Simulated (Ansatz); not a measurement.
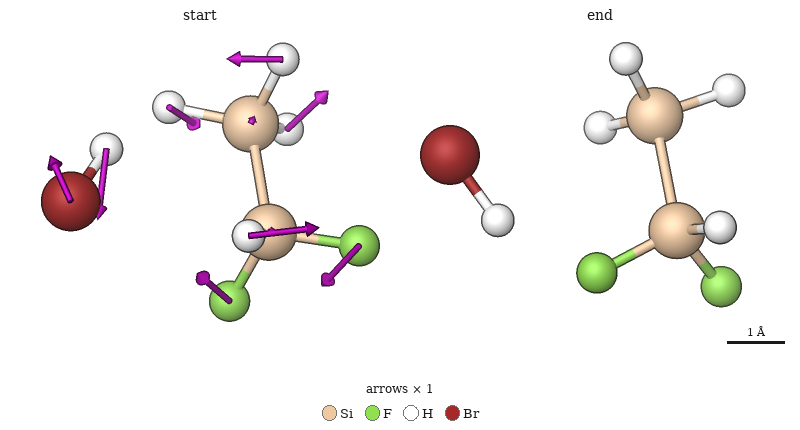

The structure of Si₂H₅BrF₂ before (left) and after (right) a relaxation, at one scale. The purple arrows give the displacements, at their true length.

Style: ball-and-stick. Shown at a tilt.

The run prepares an end point of a later path (reaction) calculation, from a guessed geometry.

Level of theory: RKS B3LYP-D4/def2-SVP in Ansatz.

The input:
```yaml
crystal:
  periodic: [false, false, false]
  atoms:
    - { symbol: Si, position_ang: [-0.957385, -0.85612, 0.040662] }
    - { symbol: Si, position_ang: [1.037836, -0.039297, 0.715715] }
    - { symbol: F, position_ang: [-0.821254, -1.419773, -1.472608] }
    - { symbol: F, position_ang: [-1.171901, -2.160378, 0.990448] }
    - { symbol: H, position_ang: [-2.170734, -0.015809, 0.159883] }
    - { symbol: H, position_ang: [0.400504, 1.849134, -1.144822] }
    - { symbol: Br, position_ang: [-0.8227, 2.185411, -1.908625] }
    - { symbol: H, position_ang: [2.049798, -1.131027, 0.725768] }
    - { symbol: H, position_ang: [0.906788, 0.549565, 2.079356] }
    - { symbol: H, position_ang: [1.54895, 1.038394, -0.185778] }
basis:
  gaussian: { orbitals: def2-SVP }
hamiltonian:
  xc: b3lyp
  dispersion: d4
relax:
  f_tol: 0.03
  max_steps: 50
```

Command:
```bash
ansatz run input.yaml --threads 4 --pin off --max-ram 5120MiB --backend cpu --events-out ev --progress --plain --runs-dir out
```

### What changed between the two?

The relaxation stopped without meeting its thresholds, so the last structure isn't shown to be converged. It used up its limit of 50 steps. After 44 accepted moves (49 points after the start) the energy has fallen by 0.265 eV. The largest force component goes from 1 to 0.14 eV/Å. The line search rejected the trial steps at points 6, 13, 14, 19, 28 of the run. The forces were under the threshold at step 15, but the run went on from there. The largest moves after the best rigid fit, 1.38 Å, are those of F4 and H6. By element the largest moves are H 1.38 Å, F 1.37 Å, Br 1.03 Å, Si 0.16 Å. Near-neighbour distances that change, for instance: Si1–Si2 2.259 → 2.352 Å, H6–Br7 1.481 → 1.439 Å, Si1–F3 1.621 → 1.641 Å, Si1–H5 1.481 → 1.489 Å. Bond angles that change, for instance: Si2–Si1–F4 103.4° → 108.6°, H9–Si2–H10 107.3° → 111.1°, F3–Si1–H5 110.0° → 106.5°. Groups turn about Si1–Si2 by about 100°.
